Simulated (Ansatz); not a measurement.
**H₂OF (doublet): wave-function methods side by side at distance O1–H3 along a hydrogen transfer = 0.892 Å, cc-pVDZ**

How much of the correlation energy of H₂OF (doublet) does each wave-function method recover here?

The runs use Ansatz 0.2.0, Gaussian basis; cc-pVDZ, core rule «outside noble gas», up to 2 orbitals frozen.

The runs, in order: UHF; CCSD(T) on ROHF; CCSD(T) on UHF; BCCD(T) on ROHF; CISD; CCSDT(Q) on ROHF; CCSDT(Q) on UHF; CASSCF and MRCISD+Q, 3 electrons in 3 orbitals; CASSCF and NEVPT2, 3 electrons in 3 orbitals; CASSCF and MRCISD+Q, 15 electrons in 10 orbitals; CASSCF and NEVPT2, 15 electrons in 10 orbitals.

3 further runs of the same task are left out: 2 that didn't finish, 1 set aside as unsound or not needed.

## 1. The geometry

The geometry derives from fragments relaxed apart (PBE0/def2-TZVP) and kept rigid, so it is no stationary point. A hydrogen atom is moved between rigid fragments.

4 atoms, charge 0, spin multiplicity 2.

Atoms are counted from 1 here; the program's logs count them from 0.

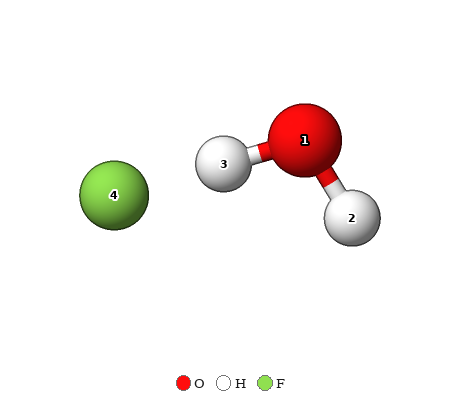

The geometry (oxygen red, hydrogen white, fluorine green); atoms are numbered from 1 in the order of the file.

Coordinates:

```xyz
4
FH2O
O    -1.0913   -0.0252    0.0000
H    -1.3406    0.9013    0.0000
H    -0.1993   -0.0252    0.0000
F     1.0007   -0.0252    0.0000
```

## 2. UHF

The input, in.yaml:

```yaml
crystal:
  periodic: [false, false, false]
  atoms:
    - {symbol: O, position_ang: [-1.091284, -0.025232, 0.000000]}
    - {symbol: H, position_ang: [-1.340594, 0.901344, 0.000000]}
    - {symbol: H, position_ang: [-0.199284, -0.025232, 0.000000]}
    - {symbol: F, position_ang: [1.000716, -0.025232, 0.000000]}
basis:
  gaussian: {orbitals: cc-pVDZ}
magnetization: {spin_polarized: true, initial_magnetization: 1}
hamiltonian: {xc: hf}
output: {orbitals: {seedname: orbitals}}
```

The run is started by

```
ansatz run in.yaml --threads 1 --pin off --events-out ev --progress --plain --max-ram 2393MiB
```

After this run come: CCSD(T) on ROHF; CCSD(T) on UHF; BCCD(T) on ROHF; CISD; CCSDT(Q) on ROHF; CCSDT(Q) on UHF; CASSCF and MRCISD+Q, 3 electrons in 3 orbitals; CASSCF and NEVPT2, 3 electrons in 3 orbitals; CASSCF and MRCISD+Q, 15 electrons in 10 orbitals; CASSCF and NEVPT2, 15 electrons in 10 orbitals.

Before running them: what should the planned runs give, taken together? Wanted: UCCSDT(Q) below the RHF energy; RMP2 from UCCSDT(Q); UMP2 from UCCSDT(Q); RCCSD from UCCSDT(Q); RCCSD(T) from UCCSDT(Q); UCCSD(T) from UCCSDT(Q); RCCSDT(Q) from UCCSDT(Q); NEVPT2 pair from UCCSDT(Q); NEVPT2 valence from UCCSDT(Q).

The runs gave:

| quantity | value |
| --- | --- |
| UCCSDT(Q) below the RHF energy | -10.6925 eV |
| RMP2 from UCCSDT(Q) | +816.9 meV |
| UMP2 from UCCSDT(Q) | +790.9 meV |
| RCCSD from UCCSDT(Q) | +185.5 meV |
| RCCSD(T) from UCCSDT(Q) | +31.8 meV |
| UCCSD(T) from UCCSDT(Q) | +30.0 meV |
| RCCSDT(Q) from UCCSDT(Q) | +1.3 meV |
| NEVPT2 pair from UCCSDT(Q) | +748.1 meV |
| NEVPT2 valence from UCCSDT(Q) | +1410.2 meV |
| MRCISD+Q valence from UCCSDT(Q) | +118.8 meV |
| levels within 1 kcal/mol (43 meV) | RCCSD(T), UCCSD(T), BCCD(T), RCCSDT, UCCSDT, RCCSDT(Q) |
| T1 diagnostic | 0.036 |
| effectively unpaired electrons | 1.01 |

What this shows: RCCSD(T) misses by +31.8 meV, 0.3 % of the correlation energy. One determinant dominates. Of the multireference levels listed MRCISD+Q valence comes nearest in total energy (+118.8 meV), which doesn't show that its space is the better one. These misses are within one basis, not against nature; the frozen cores of restricted and unrestricted runs differ, which can shift their rows.
